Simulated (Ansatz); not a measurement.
Consider C₄H₇BBrCl (SMILES C=C(CC)B(Cl)Br).

The calculation's input:

```
basis:
  gaussian:
    orbitals: def2-SVPD
crystal:
  periodic: [false, false, false]
  atoms:
    - symbol: C
      position_ang: [-1.527813, -0.768600, 0.725292]
    - symbol: C
      position_ang: [-0.713282, -0.730443, -0.353873]
    - symbol: C
      position_ang: [-0.351483, 0.591911, -0.995853]
    - symbol: C
      position_ang: [1.064697, 1.048209, -0.634917]
    - symbol: B
      position_ang: [-0.161462, -2.069419, -0.920089]
    - symbol: Br
      position_ang: [0.763390, -2.117108, -2.609768]
    - symbol: Cl
      position_ang: [-0.372800, -3.607830, -0.086219]
    - symbol: H
      position_ang: [-1.782802, -1.709904, 1.221576]
    - symbol: H
      position_ang: [-1.969730, 0.147027, 1.138180]
    - symbol: H
      position_ang: [-0.435175, 0.504748, -2.092574]
    - symbol: H
      position_ang: [-1.078426, 1.359864, -0.680543]
    - symbol: H
      position_ang: [1.308827, 2.001532, -1.129113]
    - symbol: H
      position_ang: [1.166376, 1.190574, 0.452847]
    - symbol: H
      position_ang: [1.816651, 0.306917, -0.948603]
hamiltonian:
  xc: {name: PBE0}
output:
  forces: true
  orbitals: {seedname: orbitals}
```

Launched as:

```sh
ansatz run input.yaml --threads 4 --pin off --max-ram 7830MiB --events-out events.jsonl --progress --plain --runs-dir runs
```

Geometry: r2SCAN-D4/def2-SVP.

These are results of Ansatz 0.2.0, isolated molecule in a Gaussian basis; Kohn-Sham density functional theory, functional PBE0, not measurements.

### What will maps of the electron density and electron localisation function show?

C–C (1.35 Å): ρ at the midpoint is about 2.2 e/Å³; the ELF peaks at about 0.95 between the atoms: localised, covalent bonding.
C–B (1.55 Å): ρ is about 1.5 e/Å³ halfway; the ELF peaks at about 1 between the atoms; a shared electron pair.
B–Cl (1.76 Å): ρ at the midpoint is about 1.3 e/Å³; the ELF peaks at about 0.90 between the atoms (a shared but strongly polarised pair).
B–Br (1.93 Å): ρ is about 1.1 e/Å³ halfway, with its minimum of 0.87 e/Å³ about 0.6 Å from B; the ELF peaks at about 0.90 between the atoms (a polar covalent bond).

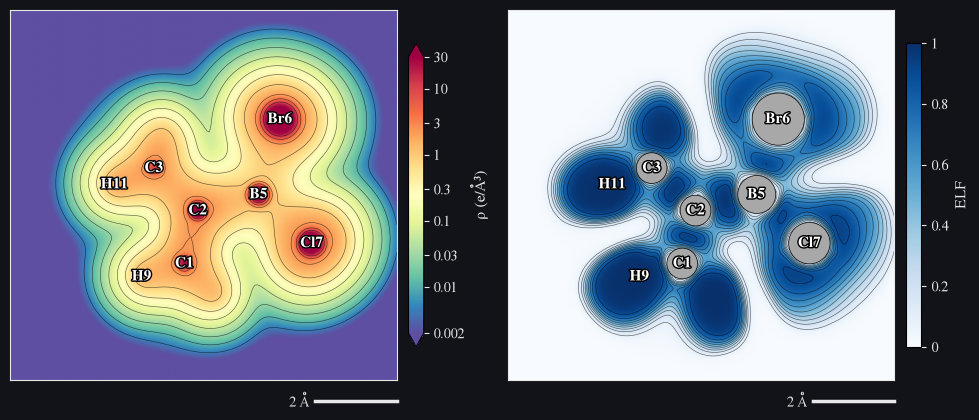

Computed electron density and electron localisation function on the plane of atoms C2, B5 and Cl7, in this order. Grey discs cover the atomic cores in the ELF map. 
